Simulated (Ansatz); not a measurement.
Run report: C₃H₁₁BSSi, geometry relaxation (part 1 of 2)

System: C₃H₁₁BSSi.
Method: UKS r2SCAN/STO-3G (Ansatz 0.2.0).

It belongs to a series of runs on one base structure; here: end point B relaxed. Figures and captions count atoms from 1; the log counts them from 0 in places.

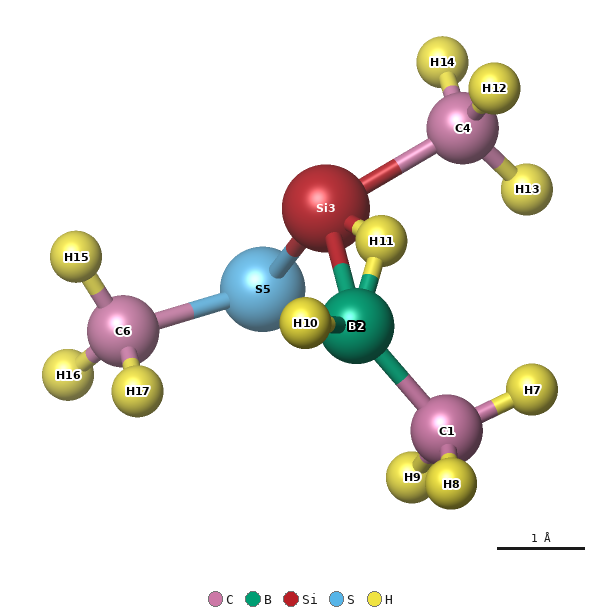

Figure 1. The starting structure (ball-and-stick view, seen at a tilt; atoms are numbered from 1 in the order of the input).

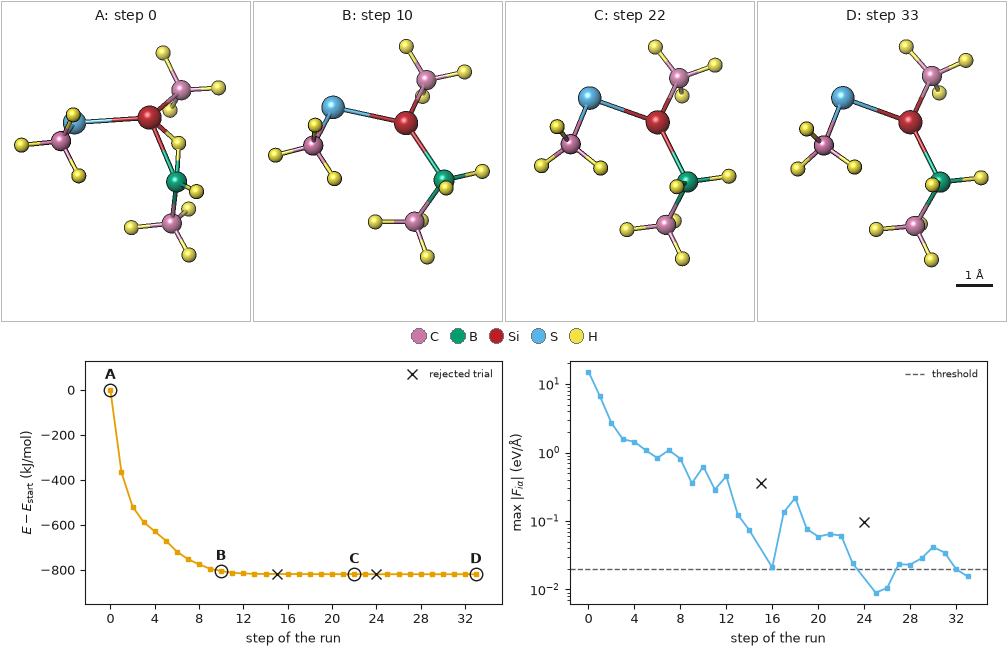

Figure 2. Frames of the relaxation (ball-and-stick view, seen at a tilt) above the curves, on which the letters mark them (the first geometry is step 0 here and step 1 in the log).

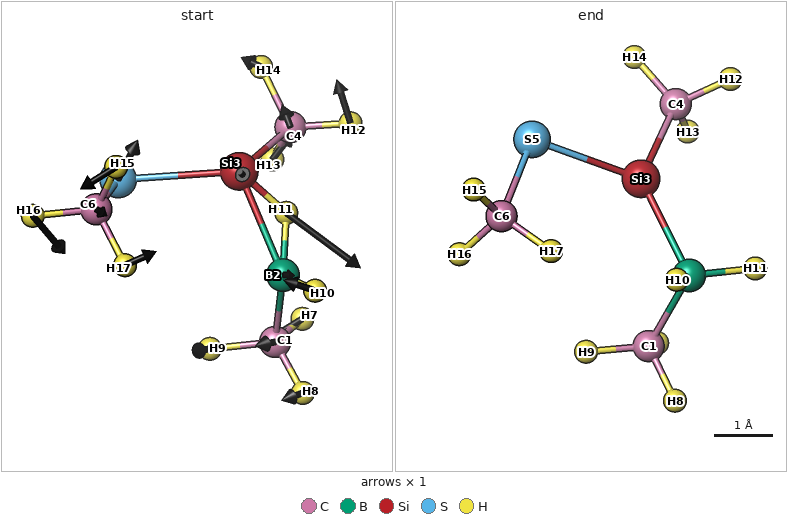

Figure 3. Before (left) and after (right) the relaxation, at one scale (ball-and-stick view, seen at a tilt). The black arrows give the displacements, at true length. The atom that moves furthest after the best rigid fit is H11 (1.62 Å). Largest moves by element: H 1.62 Å, S 0.90 Å, C 0.46 Å, Si 0.43 Å, B 0.22 Å. Among the contacts that change: Si3–H11 1.100 → 2.537 Å, C4–H14 1.170 → 1.096 Å, Si3–S5 2.122 → 2.074 Å, C4–H12 1.051 → 1.098 Å. Bonds break: Si3–H11 (1.10 → 2.54 Å). Among the angles that change: Si3–B2–H11 29.0° → 105.2°, B2–Si3–C4 107.5° → 130.5°, B2–Si3–S5 109.8° → 126.0°. The energy falls by 819.1 kJ/mol in 33 geometry steps. Largest force component: 15 eV/Å at the start, 0.016 eV/Å at the end. The line search rejected the trial steps at points 15, 24 (counted from 0) and went back. (Atoms are counted from 1 in the order of the input.)

These pictures come from the run below.

## The input
```yaml
crystal:
  periodic: [false, false, false]
  atoms:
    - { symbol: C, position_ang: [0.9925, -2.122, -0.2675] }
    - { symbol: B, position_ang: [1.251, -0.5861, 0.1527] }
    - { symbol: Si, position_ang: [-0.0015, 0.847, -0.342] }
    - { symbol: C, position_ang: [-0.0103, 0.9647, -2.1914] }
    - { symbol: S, position_ang: [-1.9216, 0.4324, 0.4618] }
    - { symbol: C, position_ang: [-1.4197, 0.7005, 2.2092] }
    - { symbol: H, position_ang: [0.9231, -2.1388, -1.382] }
    - { symbol: H, position_ang: [1.7847, -2.7299, 0.0864] }
    - { symbol: H, position_ang: [-0.0243, -2.3765, 0.1937] }
    - { symbol: H, position_ang: [2.2239, -0.3358, 0.8092] }
    - { symbol: H, position_ang: [0.82935, 0.18259, -0.62204] }
    - { symbol: H, position_ang: [0.9407, 1.1639, -2.593] }
    - { symbol: H, position_ang: [-0.5186, 0.0218, -2.6071] }
    - { symbol: H, position_ang: [-0.8003, 1.7881, -2.4493] }
    - { symbol: H, position_ang: [-1.0284, 1.6976, 2.3595] }
    - { symbol: H, position_ang: [-2.2975, 0.5806, 2.8837] }
    - { symbol: H, position_ang: [-0.6355, -0.0309, 2.4953] }
magnetization:
  spin_polarized: true
basis:
  gaussian: { orbitals: STO-3G }
hamiltonian:
  xc: r2scan
relax:
  f_tol: 0.02
  max_steps: 50
```

Run as:
```bash
ansatz run input.yaml --threads 1 --pin off --max-ram 2048MiB --backend cpu --events-out ev --progress --plain --runs-dir out
```

## Output
```
The last accepted step is kept in [file] (removed where the run ends without a failure and the disk answers)
Engine: ansatz 0.2.0, x86_64-unknown-linux-gnu
Functional definition: r2SCAN
  parameter k0 = 0.174
  parameter k1 = 0.065
  parameter a1 = 4.9479
  exchange = r2scan_x(k0 = k0, k1 = k1, a1 = a1)
  correlation = r2scan_c
693 factors; integrals over basis functions are off by at most 1.4e-5 eV
mean field evaluation 1: about -22407.7434 eV, gradient 1.8e1 eV
mean field evaluation 2: about -22404.1499 eV, gradient 2.4e1 eV
mean field evaluation 4: about -22410.3590 eV, gradient 4.0e0 eV
mean field evaluation 8: about -22410.3823 eV, gradient 1.5e-1 eV
mean field evaluation 16: about -22410.3825 eV, gradient 1.8e-5 eV
mean field evaluation 32: about -22410.6309 eV, gradient 4.6e-1 eV
mean field -22410.63316558 eV, -823.5755783624 hartree, gradient 7.8e-5 eV, S^2 0.660876; 4 other end points of the search recorded, 0 dependent functions left out
the calculation of the forces begins
reference -22410.63317431 eV, -823.5755786832 hartree; 32, 32 occupied and 17, 17 virtual orbitals, 693 factors
relax step   1: F+E_penalty+E_count = -22410.63316558 eV  Δ(F+E_penalty+E_count) = +0.000e0 eV  max|allowed force component| = 1.520e1 eV/Å  Δτ_max = 0.0000 Å  (105 SCF iters, accepted)
these checks for a lower state are left out or cut short: starts, cluster_reference, orbital_swaps, neighbouring_geometries, increment
693 factors; integrals over basis functions are off by at most 1.6e-5 eV
mean field -22414.42613896 eV, -823.7149675631 hartree, gradient 5.9e-5 eV, S^2 0.342402; 0 other end points of the search recorded, 0 dependent functions left out
[... from here on the field's lines of each further geometry are left out, up to the last ...]
relax step   2: F+E_penalty+E_count = -22414.42613896 eV  Δ(F+E_penalty+E_count) = -3.793e0 eV  max|allowed force component| = 6.604e0 eV/Å  Δτ_max = 0.1949 Å  (40 SCF iters, accepted)
relax step   3: F+E_penalty+E_count = -22416.00600339 eV  Δ(F+E_penalty+E_count) = -1.580e0 eV  max|allowed force component| = 2.699e0 eV/Å  Δτ_max = 0.1963 Å  (69 SCF iters, accepted)
relax step   4: F+E_penalty+E_count = -22416.71899444 eV  Δ(F+E_penalty+E_count) = -7.130e-1 eV  max|allowed force component| = 1.559e0 eV/Å  Δτ_max = 0.1948 Å  (48 SCF iters, accepted)
relax step   5: F+E_penalty+E_count = -22417.14882885 eV  Δ(F+E_penalty+E_count) = -4.298e-1 eV  max|allowed force component| = 1.435e0 eV/Å  Δτ_max = 0.2000 Å  (33 SCF iters, accepted)
relax step   6: F+E_penalty+E_count = -22417.57244815 eV  Δ(F+E_penalty+E_count) = -4.236e-1 eV  max|allowed force component| = 1.074e0 eV/Å  Δτ_max = 0.1949 Å  (33 SCF iters, accepted)
relax step   7: F+E_penalty+E_count = -22418.07712492 eV  Δ(F+E_penalty+E_count) = -5.047e-1 eV  max|allowed force component| = 8.296e-1 eV/Å  Δτ_max = 0.1999 Å  (34 SCF iters, accepted)
relax step   8: F+E_penalty+E_count = -22418.42779121 eV  Δ(F+E_penalty+E_count) = -3.507e-1 eV  max|allowed force component| = 1.083e0 eV/Å  Δτ_max = 0.1999 Å  (29 SCF iters, accepted)
relax step   9: F+E_penalty+E_count = -22418.66437659 eV  Δ(F+E_penalty+E_count) = -2.366e-1 eV  max|allowed force component| = 8.117e-1 eV/Å  Δτ_max = 0.1949 Å  (29 SCF iters, accepted)
relax step  10: F+E_penalty+E_count = -22418.87080269 eV  Δ(F+E_penalty+E_count) = -2.064e-1 eV  max|allowed force component| = 3.559e-1 eV/Å  Δτ_max = 0.2000 Å  (29 SCF iters, accepted)
relax step  11: F+E_penalty+E_count = -22418.97395779 eV  Δ(F+E_penalty+E_count) = -1.032e-1 eV  max|allowed force component| = 6.232e-1 eV/Å  Δτ_max = 0.1951 Å  (29 SCF iters, accepted)
relax step  12: F+E_penalty+E_count = -22419.05622426 eV  Δ(F+E_penalty+E_count) = -8.227e-2 eV  max|allowed force component| = 2.880e-1 eV/Å  Δτ_max = 0.1952 Å  (28 SCF iters, accepted)
relax step  13: F+E_penalty+E_count = -22419.08504705 eV  Δ(F+E_penalty+E_count) = -2.882e-2 eV  max|allowed force component| = 4.507e-1 eV/Å  Δτ_max = 0.1952 Å  (28 SCF iters, accepted)
relax step  14: F+E_penalty+E_count = -22419.10383968 eV  Δ(F+E_penalty+E_count) = -1.879e-2 eV  max|allowed force component| = 1.239e-1 eV/Å  Δτ_max = 0.1037 Å  (27 SCF iters, accepted)
relax step  15: F+E_penalty+E_count = -22419.10973171 eV  Δ(F+E_penalty+E_count) = -5.892e-3 eV  max|allowed force component| = 7.352e-2 eV/Å  Δτ_max = 0.0599 Å  (28 SCF iters, accepted)
relax step  16: F+E_penalty+E_count = -22419.09309307 eV  Δ(F+E_penalty+E_count) = +1.664e-2 eV  max|allowed force component| = 3.617e-1 eV/Å  Δτ_max = 0.0972 Å  (28 SCF iters, rejected (line search))
relax step  17: F+E_penalty+E_count = -22419.11267092 eV  Δ(F+E_penalty+E_count) = -2.939e-3 eV  max|allowed force component| = 2.097e-2 eV/Å  Δτ_max = 0.0476 Å  (28 SCF iters, accepted)
relax step  18: F+E_penalty+E_count = -22419.11539276 eV  Δ(F+E_penalty+E_count) = -2.722e-3 eV  max|allowed force component| = 1.339e-1 eV/Å  Δτ_max = 0.0966 Å  (28 SCF iters, accepted)
relax step  19: F+E_penalty+E_count = -22419.11654805 eV  Δ(F+E_penalty+E_count) = -1.155e-3 eV  max|allowed force component| = 2.178e-1 eV/Å  Δτ_max = 0.1154 Å  (27 SCF iters, accepted)
relax step  20: F+E_penalty+E_count = -22419.11882948 eV  Δ(F+E_penalty+E_count) = -2.281e-3 eV  max|allowed force component| = 7.670e-2 eV/Å  Δτ_max = 0.0216 Å  (30 SCF iters, accepted)
relax step  21: F+E_penalty+E_count = -22419.11886350 eV  Δ(F+E_penalty+E_count) = -3.402e-5 eV  max|allowed force component| = 5.920e-2 eV/Å  Δτ_max = 0.0298 Å  (29 SCF iters, accepted)
relax step  22: F+E_penalty+E_count = -22419.11974691 eV  Δ(F+E_penalty+E_count) = -8.834e-4 eV  max|allowed force component| = 6.445e-2 eV/Å  Δτ_max = 0.0619 Å  (28 SCF iters, accepted)
relax step  23: F+E_penalty+E_count = -22419.12045437 eV  Δ(F+E_penalty+E_count) = -7.075e-4 eV  max|allowed force component| = 6.137e-2 eV/Å  Δτ_max = 0.0479 Å  (28 SCF iters, accepted)
relax step  24: F+E_penalty+E_count = -22419.12088117 eV  Δ(F+E_penalty+E_count) = -4.268e-4 eV  max|allowed force component| = 2.407e-2 eV/Å  Δτ_max = 0.0220 Å  (29 SCF iters, accepted)
relax step  25: F+E_penalty+E_count = -22419.12018070 eV  Δ(F+E_penalty+E_count) = +7.005e-4 eV  max|allowed force component| = 9.539e-2 eV/Å  Δτ_max = 0.0152 Å  (25 SCF iters, rejected (line search))
relax step  26: F+E_penalty+E_count = -22419.12102949 eV  Δ(F+E_penalty+E_count) = -1.483e-4 eV  max|allowed force component| = 8.991e-3 eV/Å  Δτ_max = 0.0074 Å  (24 SCF iters, accepted)
relax step  27: F+E_penalty+E_count = -22419.12120051 eV  Δ(F+E_penalty+E_count) = -1.710e-4 eV  max|allowed force component| = 1.053e-2 eV/Å  Δτ_max = 0.0300 Å  (29 SCF iters, accepted)
relax step  28: F+E_penalty+E_count = -22419.12130365 eV  Δ(F+E_penalty+E_count) = -1.031e-4 eV  max|allowed force component| = 2.329e-2 eV/Å  Δτ_max = 0.0347 Å  (28 SCF iters, accepted)
relax step  29: F+E_penalty+E_count = -22419.12138333 eV  Δ(F+E_penalty+E_count) = -7.969e-5 eV  max|allowed force component| = 2.306e-2 eV/Å  Δτ_max = 0.0135 Å  (23 SCF iters, accepted)
relax step  30: F+E_penalty+E_count = -22419.12159222 eV  Δ(F+E_penalty+E_count) = -2.089e-4 eV  max|allowed force component| = 2.859e-2 eV/Å  Δτ_max = 0.0457 Å  (29 SCF iters, accepted)
relax step  31: F+E_penalty+E_count = -22419.12170764 eV  Δ(F+E_penalty+E_count) = -1.154e-4 eV  max|allowed force component| = 4.169e-2 eV/Å  Δτ_max = 0.0324 Å  (30 SCF iters, accepted)
relax step  32: F+E_penalty+E_count = -22419.12181894 eV  Δ(F+E_penalty+E_count) = -1.113e-4 eV  max|allowed force component| = 3.467e-2 eV/Å  Δτ_max = 0.0219 Å  (29 SCF iters, accepted)
relax step  33: F+E_penalty+E_count = -22419.12194577 eV  Δ(F+E_penalty+E_count) = -1.268e-4 eV  max|allowed force component| = 1.985e-2 eV/Å  Δτ_max = 0.0231 Å  (30 SCF iters, accepted)
the calculation of the forces begins
reference -22419.12204051 eV, -823.8875387621 hartree; 32, 32 occupied and 17, 17 virtual orbitals, 694 factors
```
